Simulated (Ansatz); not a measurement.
# A hypothetical structure for YGa2Cu2C

Starting from a made-up structure for YGa2Cu2C, the aim is the relaxed cell, its shortest contacts and, where a second run follows, its electronic structure.

Calculated with Ansatz 0.2.0; DFT, PBEsol, plane-wave PAW, files of the set soft_1, scalar-relativistic, ferromagnetic start, cell and ions relaxed at zero pressure; PAW set soft_1, in the first sound run; inputs show where later runs differ.

## 1. The starting structure

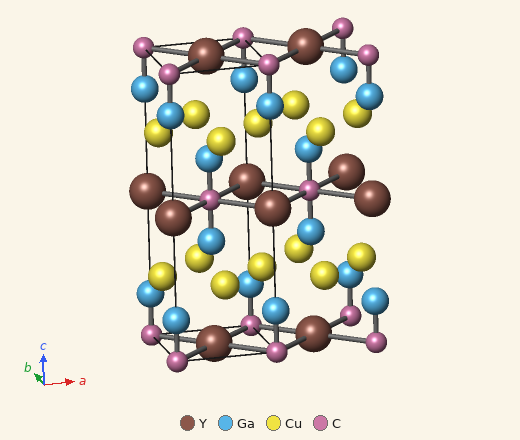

Start, viewed slightly off an axis; yttrium brown, gallium blue, copper yellow, carbon pink. 2×1×1 cells are drawn. This picture shows the conventional cell, with its axes. Some periodic images of atoms are drawn too.

## 2. Relaxation of the guess

The guessed cell has no reason to be at equilibrium. It is relaxed with the atoms, within the space group of the guess.

input.yaml

```yaml
crystal:
  lattice:
    - [-1.991, 1.991, 5.789]
    - [1.991, -1.991, 5.789]
    - [1.991, 1.991, -5.789]
  atoms:
    - { symbol: "Y", position: [0.5, 0.5, 0.0] }
    - { symbol: Ga, position: [0.8565, 0.8565, 0.0] }
    - { symbol: Ga, position: [0.1435, 0.1435, 0.0] }
    - { symbol: Cu, position: [0.25, 0.75, 0.5], spin: 0.6 }
    - { symbol: Cu, position: [0.75, 0.25, 0.5], spin: 0.6 }
    - { symbol: C, position: [0.0, 0.0, 0.0] }
magnetization:
  spin_polarized: true
kpoints:
  mp_grid: { grid: [9, 9, 9] }
scf:
  occupations: { method: fermi_dirac, width: 0.05 }
hamiltonian:
  xc: pbesol
  pseudopotentials: { kind: paw, azcp: { folder: soft_1 }, xc_functional: pbe }
relax:
  f_tol: 0.015
  max_steps: 70
  cell: {}
output:
  forces: true
  stress: true
```

The run is started by

```sh
ansatz run input.yaml --threads 4 --pin off --max-ram 10240MiB --backend cpu --events-out ev --progress --plain --runs-dir out
```

Numbers of over 12 decimals in the logs are rounded to 6 here.

Output:

```text
basis.fft_grid_basis auto: the FFT boxes are laid along the combinations [[1, 0, 1], [0, 1, 1], [0, 0, 1]] of the cell's own vectors, 3.982, 3.982 and 6.437 Å long. The dense box has 27×27×45 points. Along the cell's own vectors, as sized, it would have 45×45×45, 2.78 times as many. Of the 16 symmetry operations that the crystal satisfies within crystal.symmetry.tolerance (time reversal apart; of a slab, those that k [...]
Engine: ansatz 0.2.0, aarch64-unknown-linux-gnu
Pseudopotentials: kind: paw
Pseudopotential: Y, paw, valence charge 11, recommended cutoff 420 eV (normal), soft_1/Y.paw.azcp
Pseudopotential: Ga, paw, valence charge 13, recommended cutoff 420 eV (normal), soft_1/Ga.paw.azcp
Pseudopotential: Cu, paw, valence charge 19, recommended cutoff 420 eV (normal), soft_1/Cu.paw.azcp
Pseudopotential: C, paw, valence charge 4, recommended cutoff 420 eV (normal), soft_1/C.paw.azcp
Functional definition: PBEsol
  exchange = pbesol_x
  correlation = pbesol_c
Crystal: 6 atoms, lattice volume = 91.792 Å³
Basis set: ecut = 420 eV, 1831 PW (Γ), FFT grids on a1+a3, a2+a3, a3, exchange–correlation on 54×54×90 points (8 copies of the dense FFT grid, shifted against one another)
Bands: 49, of which v1, the nominal top of the filled ones, is band 40 counted from 1 (39 counted from 0)
Symmetry: 16 space group operations
Space group: I4/mmm (ITA 139), of the structure as read, at distance tolerance 4.5e-5 Å
Magnetic group: BNS 139.531 (UNI 1191), of the structure as read, at distance tolerance 4.5e-5 Å
k-points: 75 of 729
Non-local potential: Y, projectors of the file, l = 0: 3, l = 1: 2, l = 2: 2, l = 3: 1
Non-local potential: Ga, projectors of the file, l = 0: 2, l = 1: 2, l = 2: 3, l = 3: 1
Non-local potential: Cu, projectors of the file, l = 0: 3, l = 1: 2, l = 2: 3, l = 3: 1
Non-local potential: C, projectors of the file, l = 0: 2, l = 1: 2, l = 2: 1
PAW form: soft (Blöchl's): semilocal exchange-correlation on the pseudo side does not see the compensation charge
PAW frozen core: Y, regenerated for the run's functional, and the local potential with it (the file was generated under x = pbe(κ = 0.804, μ = 0.219515), c = pbe(β = 0.066725))
PAW frozen core: Ga, regenerated for the run's functional, and the local potential with it (the file was generated under x = pbe(κ = 0.804, μ = 0.219515), c = pbe(β = 0.066725))
PAW frozen core: Cu, regenerated for the run's functional, and the local potential with it (the file was generated under x = pbe(κ = 0.804, μ = 0.219515), c = pbe(β = 0.066725))
PAW frozen core: C, regenerated for the run's functional, and the local potential with it (the file was generated under x = pbe(κ = 0.804, μ = 0.219515), c = pbe(β = 0.066725))
PAW one-centre angular grid: Y, 590 points (default); XC on 64 Gauss nodes
PAW one-centre angular grid: Ga, 590 points (default); XC on 64 Gauss nodes
PAW one-centre angular grid: Cu, 590 points (default); XC on 64 Gauss nodes
PAW one-centre angular grid: C, 110 points (default); XC on 64 Gauss nodes
Initial density: superposition of atomic densities (chi_scale 0.1, normalization cell, long waves kept (reshape's long-wave potential 0.02 eV rms))
Starting moments: Σ|m| = 1.2 μB on 2 of 6 sites
Initial wavefunctions: pseudopotential atomic-orbital guess
Functional: x = pbesol(κ = 0.804, μ = 0.123457), c = pbesol(β = 0.046)
SCF iter   1: F=—  HF=-24712.875702 eV  |F-HF|=—  |Δ(HF+E_count)|=         —  Δρ=2.11e-1 (↑2.11e-1 ↓1.83e-1)  dr2=1.24e2  dr2_m=1.85e-1  M=0.692 μB ∫|m|=0.878 μB  β_m=0.30  ethr=3.10e-3  ⟨swp⟩=5.8  Hψ=24020  notcnv=0  defer=5
preconditioner: auto → Kerker (q_TF=auto, 2.661 Å⁻¹)  [metal: Δε(μ)=0.002 eV  Ē_g=12.090 eV  σ=0.050 eV  W_gap=0.01  n_scr=32 (ndim 8)  ℏωp=30.3 eV  f_vac=0.000  D(μ)=4.95/eV (n_scr^D=40)]
spin=Collinear: Kerker preconditioning applied to the charge; magnetization (m = ρ↑ − ρ↓) channel mixes plain (no charge-response kernel on spin).
SCF iter   2: F=—  HF=-24708.330776 eV  |F-HF|=—  |Δ(HF+E_count)|=    4.54e0  Δρ=1.13e-1 (↑4.34e-2 ↓1.13e-1)  dr2=1.06e1  dr2_m=1.20e0  M=0.052 μB ∫|m|=0.115 μB  β_m=0.30  ethr=3.10e-3  ⟨swp⟩=4.0  Hψ=20331  notcnv=0  defer=244
SCF iter   3: F=—  HF=-24704.205519 eV  |F-HF|=—  |Δ(HF+E_count)|=    4.13e0  Δρ=3.17e-2 (↑2.69e-2 ↓3.17e-2)  dr2=1.16e0  dr2_m=5.18e-1  M=0.097 μB ∫|m|=0.149 μB  β_m=0.30  ethr=3.10e-3  ⟨swp⟩=2.3  Hψ=15701  notcnv=0  defer=305
SCF iter   4: F=—  HF=-24704.068801 eV  |F-HF|=—  |Δ(HF+E_count)|=   1.37e-1  Δρ=3.39e-2 (↑3.39e-2 ↓8.27e-3)  dr2=9.12e-1  dr2_m=2.82e-1  M=0.078 μB ∫|m|=0.127 μB  β_m=0.30  ethr=1.47e-3  ⟨swp⟩=2.0  Hψ=15588  notcnv=0  defer=319
SCF iter   5: F=—  HF=-24704.038702 eV  |F-HF|=—  |Δ(HF+E_count)|=   3.01e-2  Δρ=3.05e-2 (↑5.71e-3 ↓3.05e-2)  dr2=5.12e-1  dr2_m=1.87e-1  M=0.032 μB ∫|m|=0.080 μB  β_m=0.30  ethr=1.15e-3  ⟨swp⟩=2.3  Hψ=10475  notcnv=0  defer=319
Mixer restart at iter 5: flushing history
spin-set hold released at iteration 5 (site moments contracting): the magnetisation degrees of freedom join the quasi-Newton model from the next iteration; the mixer history was flushed
SCF iter   6: F=—  HF=-24704.022253 eV  |F-HF|=—  |Δ(HF+E_count)|=   1.64e-2  Δρ=1.38e-2 (↑8.89e-3 ↓1.38e-2)  dr2=2.85e-2  dr2_m=9.96e-2  M=0.029 μB ∫|m|=0.066 μB  β_m=0.42  ethr=6.48e-4  ⟨swp⟩=2.0  Hψ=11602  notcnv=0  defer=316
SCF iter   7: F=—  HF=-24704.040952 eV  |F-HF|=—  |Δ(HF+E_count)|=   1.87e-2  Δρ=1.31e-2 (↑2.12e-3 ↓1.31e-2)  dr2=9.75e-2  dr2_m=3.66e-2  M=0.014 μB ∫|m|=0.041 μB  β_m=0.59  ethr=3.61e-5  ⟨swp⟩=2.0  Hψ=13651  notcnv=0  defer=318
SCF iter   8: F=—  HF=-24704.033646 eV  |F-HF|=—  |Δ(HF+E_count)|=   7.31e-3  Δρ=6.25e-4 (↑6.21e-4 ↓6.25e-4)  dr2=1.08e-3  dr2_m=1.76e-5  M=-0.002 μB ∫|m|=0.004 μB  β_m=0.61  ethr=3.61e-5  ⟨swp⟩=2.0  Hψ=10395  notcnv=0  defer=318
SCF iter   9: F=—  HF=-24704.035251 eV  |F-HF|=—  |Δ(HF+E_count)|=   1.60e-3  Δρ=7.47e-4 (↑7.47e-4 ↓3.92e-4)  dr2=6.11e-4  dr2_m=3.88e-5  M=-0.001 μB ∫|m|=0.004 μB  β_m=0.81  ethr=1.36e-6  ⟨swp⟩=2.0  Hψ=10724  notcnv=0  defer=318
SCF iter  10: F=—  HF=-24704.035714 eV  |F-HF|=—  |Δ(HF+E_count)|=   4.63e-4  Δρ=4.08e-4 (↑4.08e-4 ↓2.09e-4)  dr2=2.40e-4  dr2_m=2.44e-5  M=0.000 μB ∫|m|=0.002 μB  β_m=0.73  ethr=7.73e-7  ⟨swp⟩=2.0  Hψ=11243  notcnv=0  defer=318
SCF iter  11: F=—  HF=-24704.035659 eV  |F-HF|=—  |Δ(HF+E_count)|=   5.53e-5  Δρ=1.02e-4 (↑9.48e-5 ↓1.02e-4)  dr2=1.86e-5  dr2_m=5.68e-8  M=-0.000 μB ∫|m|=0.000 μB  β_m=0.61  ethr=3.03e-7  ⟨swp⟩=2.0  Hψ=11169  notcnv=0  defer=318
[...]
relax step   8: F+E_penalty+E_count = -24706.57141486 eV  Δ(F+E_penalty+E_count) = +1.636e-5 eV  max|allowed force component| = 2.367e-3 eV/Å  Δτ_max = 0.0001 Å  P = -0.004 GPa  Ω = 90.606 Å³  energy of the carried Pulay correction = +6.158e-4 eV  (9 SCF iters, dr2 threshold 2.66e-8 eV, accepted)
relax step   9: F+E_penalty+E_count = -24706.65440957 eV  Δ(F+E_penalty+E_count) = -8.299e-2 eV  max|allowed force component| = 3.462e-2 eV/Å  Δτ_max = 0.0000 Å  P = +1.320 GPa  Ω = 90.606 Å³  stress off target by 3.76e0 GPa  SCF on the basis re-selected at this cell (its energy is not comparable with the rows above)  (13 SCF iters)
relax step  10: F+E_penalty+E_count = -24706.66900308 eV  Δ(F+E_penalty+E_count) = -1.459e-2 eV  max|allowed force component| = 2.208e-2 eV/Å  Δτ_max = 0.0059 Å  P = +0.370 GPa  Ω = 91.115 Å³  energy of the carried Pulay correction = -2.673e-4 eV  (9 SCF iters, dr2 threshold 6.00e-7 eV, accepted)
relax step  11: F+E_penalty+E_count = -24706.66998548 eV  Δ(F+E_penalty+E_count) = -9.824e-4 eV  max|allowed force component| = 2.563e-3 eV/Å  Δτ_max = 0.0012 Å  P = -0.014 GPa  Ω = 91.349 Å³  energy of the carried Pulay correction = -3.877e-4 eV  (6 SCF iters, dr2 threshold 6.00e-7 eV, accepted)
iter 1 solved again at ethr=4.36e-8 eV; its pass at ethr=3.10e-3 eV (dr2=3.44e-5 eV) is discarded
SCF iter   1: F=—  HF=-24706.670166 eV  |F-HF|=—  |Δ(HF+E_count)|=         —  Δρ=3.20e-4 (↑3.20e-4 ↓3.20e-4)  dr2=8.17e-6  dr2_m=8.36e-11  M=0.000 μB ∫|m|=0.000 μB  β_m=0.30  ethr=4.36e-8  ⟨swp⟩=3.3  Hψ=44742  notcnv=0
preconditioner: auto → Kerker (q_TF=auto, 2.663 Å⁻¹)  [metal: Δε(μ)=0.139 eV  Ē_g=13.241 eV  σ=0.050 eV  W_gap=0.45  n_scr=34 (ndim 8)  ℏωp=30.3 eV  f_vac=0.000  D(μ)=0.87/eV (n_scr^D=2)]
spin=Collinear: Kerker preconditioning applied to the charge; magnetization (m = ρ↑ − ρ↓) channel mixes plain (no charge-response kernel on spin).
SCF iter   2: F=—  HF=-24706.670291 eV  |F-HF|=—  |Δ(HF+E_count)|=   1.25e-4  Δρ=2.26e-4 (↑2.26e-4 ↓2.26e-4)  dr2=4.17e-6  dr2_m=4.33e-11  M=0.000 μB ∫|m|=0.000 μB  β_m=0.65  ethr=1.03e-8  ⟨swp⟩=1.0  Hψ=7350  notcnv=0
SCF iter   3: F=—  HF=-24706.670411 eV  |F-HF|=—  |Δ(HF+E_count)|=   1.20e-4  Δρ=1.78e-5 (↑1.78e-5 ↓1.77e-5)  dr2=4.32e-7  dr2_m=5.45e-13  M=0.000 μB ∫|m|=0.000 μB  β_m=0.53  ethr=5.28e-9  ⟨swp⟩=2.4  Hψ=10120  notcnv=0
SCF iter   4: F=—  HF=-24706.670411 eV  |F-HF|=—  |Δ(HF+E_count)|=   4.12e-8  Δρ=7.08e-6 (↑7.06e-6 ↓7.08e-6)  dr2=1.57e-7  dr2_m=1.22e-13  M=0.000 μB ∫|m|=0.000 μB  β_m=0.46  ethr=5.47e-10  ⟨swp⟩=2.0  Hψ=13030  notcnv=0
SCF iter   5: F=—  HF=-24706.670411 eV  |F-HF|=—  |Δ(HF+E_count)|=   2.30e-8  Δρ=2.77e-6 (↑2.76e-6 ↓2.77e-6)  dr2=2.52e-8  dr2_m=7.39e-14  M=0.000 μB ∫|m|=0.000 μB  β_m=0.52  ethr=1.99e-10  ⟨swp⟩=1.9  Hψ=7783  notcnv=0
SCF iter   6: F=—  HF=-24706.670411 eV  |F-HF|=—  |Δ(HF+E_count)|=   8.35e-9  Δρ=5.76e-7 (↑5.76e-7 ↓5.75e-7)  dr2=5.12e-9  dr2_m=2.09e-14  M=0.000 μB ∫|m|=0.000 μB  β_m=0.76  ethr=3.20e-11  ⟨swp⟩=1.4  Hψ=7437  notcnv=0
SCF iter   7: F=—  HF=-24706.670415 eV  |F-HF|=—  |Δ(HF+E_count)|=   4.29e-6  Δρ=3.63e-7 (↑3.63e-7 ↓3.61e-7)  dr2=9.56e-10  dr2_m=3.57e-15  M=0.000 μB ∫|m|=0.000 μB  β_m=0.78  ethr=6.48e-12  ⟨swp⟩=2.0  Hψ=12098  notcnv=0
SCF iter   8: F=—  HF=-24706.670415 eV  |F-HF|=—  |Δ(HF+E_count)|=  1.46e-10  Δρ=2.00e-7 (↑1.99e-7 ↓2.00e-7)  dr2=2.08e-10  dr2_m=7.56e-17  M=0.000 μB ∫|m|=0.000 μB  β_m=0.88  ethr=1.21e-12  ⟨swp⟩=2.0  Hψ=9720  notcnv=0
SCF iter   9: F=—  HF=-24706.670415 eV  |F-HF|=—  |Δ(HF+E_count)|=  1.46e-11  Δρ=1.68e-7 (↑1.68e-7 ↓1.67e-7)  dr2=8.09e-11  dr2_m=4.38e-17  M=-0.000 μB ∫|m|=0.000 μB  β_m=0.94  ethr=1.00e-12  ⟨swp⟩=3.5  Hψ=18368  notcnv=0
SCF iter  10: F=-24706.670415 eV  HF=-24706.670415 eV  |F-HF|=3.64e-12  |Δ(HF+E_count)|=  3.64e-12  Δρ=1.81e-8 (↑1.81e-8 ↓1.80e-8)  dr2=1.52e-12  dr2_m=3.06e-17  M=-0.000 μB ∫|m|=0.000 μB  ethr=1.00e-12  ⟨swp⟩=3.0  Hψ=17562  notcnv=0
the starting moments were not kept: the SCF closed with an absolute magnetisation of 7.4e-9 μB, where they sum to 1.2 μB in size (2 sites). That is at most 0.1 of that sum. Measured as dr2_m measures the in/out step, that magnetisation stands 8.4e-18 eV from none, at or under the dr2_threshold of 6.0e-11 eV: it is no larger than a step whose dr2_m would equal this threshold.
SCF 12 converged in 10 iterations: F = -24706.670415 eV  dr2 = 1.52e-12
relax step  12: F+E_penalty+E_count = -24706.67041533 eV  Δ(F+E_penalty+E_count) = -4.298e-4 eV  max|allowed force component| = 2.562e-3 eV/Å  Δτ_max = 0.0000 Å  P = -0.011 GPa  Ω = 91.349 Å³  stress off target by 3.80e-2 GPa  SCF on the basis re-selected at this cell (its energy is not comparable with the rows above)  (10 SCF iters)
basis re-selected at this cell: Δ(F+E_penalty+E_count) = -4.298e-4 eV, ΔP = +0.003 GPa vs the last step (what re-selecting the basis moved, of the pressure what is left beyond the Pulay correction that the steps carried, after the strain that the cell walked since its last selection, with what the two solves' SCF thresholds leave and, on support functions, any second-order correction that the steps lacked; it is no m [...]
SCF converged after 10 iterations
Magnetization: -0.0000 μB (39.5000 up, 39.5000 down)
Absolute magnetization: 0.0000 μB (∫|ρ↑−ρ↓|, with the PAW one-centre terms)
Spin contamination: 0.0000 ħ² per cell (⟨S²⟩ above its minimum at these occupations)
Per-site moments (μB) at R_I (Å): [(-6.222017743285214e-10, 1.041674), (-4.2707925366346666e-11, 0.789965), (-4.270804106675396e-11, 0.789965), (-3.21635952274737e-10, 1.007419), (-3.216363498725806e-10, 1.007419), (2.2833595560547054e-9, 0.789965)]
Free energy (F): -24706.670415 eV
Harris-Foulkes:  -24706.670415 eV  (|F-HF|=3.64e-12)
Internal energy: -24706.662943 eV  (E = F + TS)
E sigma→0 (E₀):  -24706.666679 eV
Entropy (-TS):   -0.007472 eV (-1.245 meV/atom)
Fermi energy:    12.371113 eV
--- Per-component energies (eV) ---
  E_band       = -972.050955
  E_kinetic    = 1153.117250
  E_local      = -16390.558141  (includes V_loc(G=0)·N_el)
  E_nonlocal   = 1646.681282
  E_hartree    = 7754.629480
  E_xc         = -490.069749
  E_vxc        = -556.924076  (∫ρ·V_xc dr)
  E_paw        = -10317.023018  (= ΣΔE_a)
  E_vpaw       = -2333.627626  (= ΣTr[D̂ρ^β])
  E_aug_tail   = 0.001439  (compensation charges beyond the density's cutoff)
  E_ewald      = -8065.749725
  E_core_change = 2.308237  (= ΣΔE_core)
  E_smearing   = -0.007472  (= −TS)
  E_closure    = -0.000000  (closes the sum)
  Σ components = -24706.670415   (vs F -24706.670415, Δ=0.00e0)
--- Forces (eV/Å), atoms counted from 1 ---
  atom   1  Y     -0.00000000    -0.00000000     0.00000000
  atom   2  Ga    -0.00000000    -0.00000000    -0.00256155
  atom   3  Ga     0.00000000     0.00000000     0.00256155
  atom   4  Cu    -0.00000000     0.00000000     0.00000000
  atom   5  Cu     0.00000000     0.00000000    -0.00000000
  atom   6  C      0.00000000     0.00000000    -0.00000000
  max |Σ_I F_I| component: 6.78e-18 eV/Å
--- Stress (GPa, compression-positive) ---
       -0.035216      -0.000000       0.000000
       -0.000000      -0.035216       0.000000
        0.000000      -0.000000       0.037968
  P = ⅓ Tr σ = -0.0108 GPa (-0.108 kbar)
--- Relaxed structure (10 steps of the walk, 10 accepted, 2 SCFs on fresh bases) ---
  F+E_penalty+E_count = -24706.67041533 eV   max|allowed force component| = 2.562e-3 eV/Å   (the final SCF, on the basis selected at the relaxed cell)
  cell:  # Å, volume = 91.3490 Å³
    - [-1.785636, 1.785636, 7.162386]
    - [1.785636, -1.785636, 7.162386]
    - [1.785636, 1.785636, -7.162386]
  atoms:
    - { symbol: Y, position: [0.5, 0.5, 0] }
    - { symbol: Ga, position: [0.866311, 0.866311, 0] }
    - { symbol: Ga, position: [0.133689, 0.133689, 0] }
    - { symbol: Cu, position: [0.250000, 0.75, 0.500000] }
    - { symbol: Cu, position: [0.75, 0.250000, 0.500000] }
    - { symbol: C, position: [-6.742317880372803e-19, -6.742317880372804e-19, 0] }
```

Run time: 2.6 min. Hardware: 4 threads of Arm Neoverse V1, shared host; peak memory 0.8 GiB.

Step by step:

```csv
step,energy less that of the first step (eV),largest force component (eV/Å),pressure (GPa),volume (Å³)
1,0.0000,5.3776,11.96,91.79
2,-1.0758,2.2318,6.05,93.04
3,-1.7741,0.4123,2.68,93.21
4,-2.2406,0.0050,1.48,92.13
5,-2.5064,0.1628,0.93,90.69
6,-2.5296,0.1317,-0.83,90.89
7,-2.5358,0.0014,0.10,90.53
8,-2.5358,0.0024,0.00,90.61
9*,-2.6187,0.0346,1.32,90.61
10,-2.6333,0.0221,0.37,91.11
11,-2.6343,0.0026,-0.01,91.35
12*,-2.6348,0.0026,-0.01,91.35
```

Relaxation steps marked * repeat the geometry before them on a plane-wave basis chosen anew for their cell, so energy and pressure can jump there.

Forces are held to the 16 operations that the run works with; a distortion that breaks them can't arise in this run.

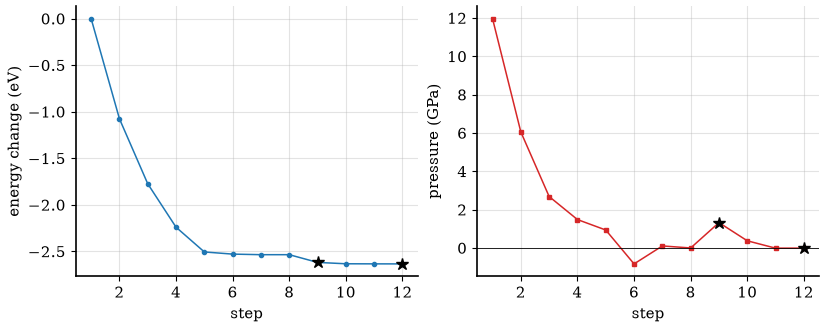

Energy and pressure along the relaxation. Stars mark steps on a basis chosen anew.

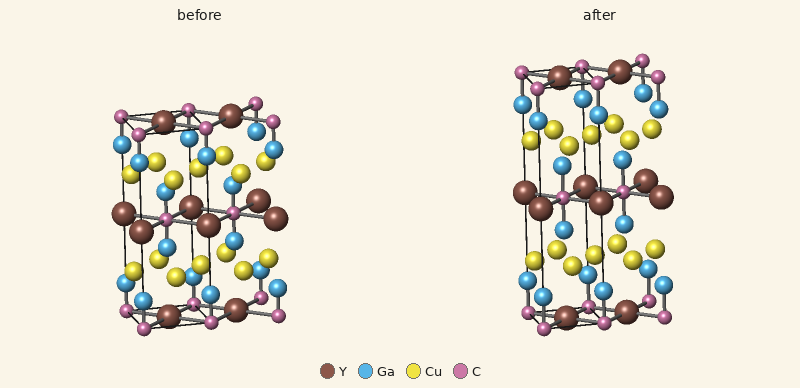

The structure before and after the relaxation, drawn at the same scale.

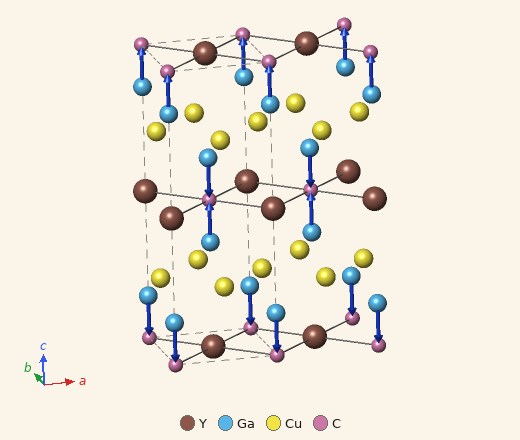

Displacements in the relaxation, exaggerated, measured against the changing cell; the longest in the cell stands for 0.14 Å. 2×1×1 conventional cells are drawn. Some periodic images of atoms are drawn too.

```
     cell as run  before   after   change
           a (Å)   6.437   7.595  +18.0 %
           b (Å)   6.437   7.595  +18.0 %
           c (Å)   6.437   7.595  +18.0 %
           α (°)  143.97  152.80   +6.1 %
           β (°)  143.97  152.80   +6.1 %
           γ (°)   51.88   38.84  -25.1 %
volume (Å³/atom)   15.30   15.22   -0.5 %
```

The atoms that moved most (Å, as changes of fractional coordinates times the final cell):

| atom | dx | dy | dz | length |
| --- | --- | --- | --- | --- |
| Ga2 | 0.000 | 0.000 | 0.141 | 0.141 |
| Ga3 | 0.000 | 0.000 | -0.141 | 0.141 |

Final coordinates:

```xyz
6
Lattice="-1.7856 1.7856 7.1624 1.7856 -1.7856 7.1624 1.7856 1.7856 -7.1624" Properties=species:S:1:pos:R:3 pbc="T T T"
Y     0.0000    0.0000    7.1624
Ga    0.0000    0.0000   12.4097
Ga    0.0000    0.0000    1.9151
Cu    1.7856    0.0000    3.5812
Cu    0.0000    1.7856    3.5812
C     0.0000    0.0000    0.0000
```

Numbers from this step:

* free energy: -24706.6704 eV
* energy at zero smearing: -24706.6667 eV
* smearing term TS: 0.007472 eV
* Fermi energy: 12.37 eV
* electrons: 79
* symmetry operations: 16
* pressure: -0.01082 GPa

The shortest distance of each pair, which need not be the same contact before and after:

```csv
pair,guess (Å),relaxed (Å)
C–Ga,1.661,1.915
Cu–Ga,2.342,2.442
C–Y,2.816,2.525
Cu–Cu,2.816,2.525
Ga–Y,3.269,3.169
```

The relaxation ends with a largest force component of 0.0026 eV/Å and a pressure of -0.01 GPa. The starting moments have collapsed: the run ends non-magnetic.

(Part 1 of 2 ends here.)

[Logs are printed without paths, hosts, clocks, repeated set-up lines and the standing remarks that a program may print on its own settings, such as how far it seeks lower states.]

[Hosts, paths, dates, database ids (printed as entryN), source tags and the programs' standing remarks are cut or masked in the printed files.]
